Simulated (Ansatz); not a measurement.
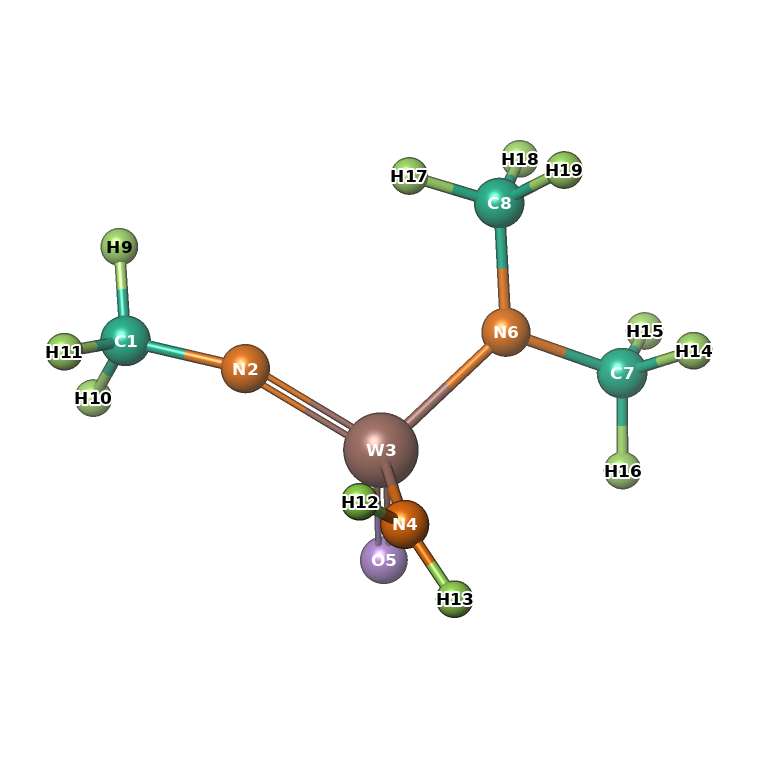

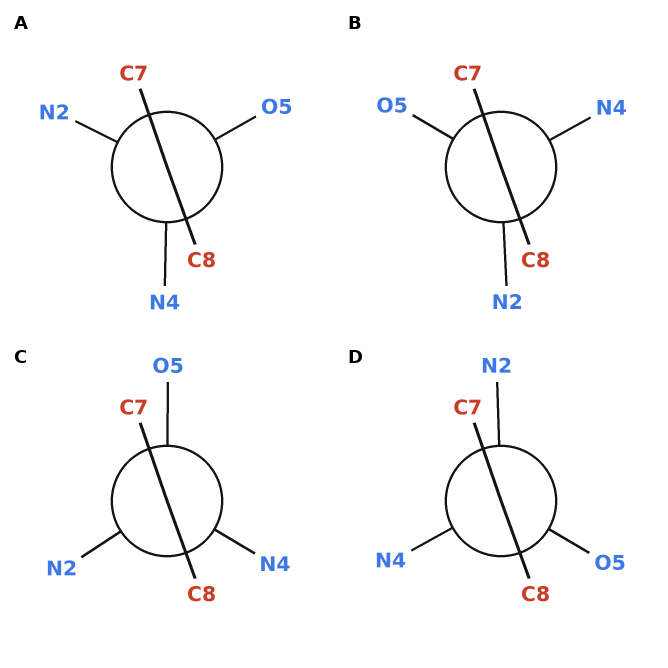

Atoms fade into the background with distance from the viewer. Bonds that would overlap in a projection are set slightly apart. The species is neutral and a spin singlet. Computed geometry: PBE0-D4/def2-TZVP optimisation. No frequency run is at hand to confirm it as a minimum.

Question: Which Newman projection shows the view along N6–W3, with N6 in front?

Answer: B. The torsion angle C7–N6–W3–O5 is −41°, synclinal (gauche).
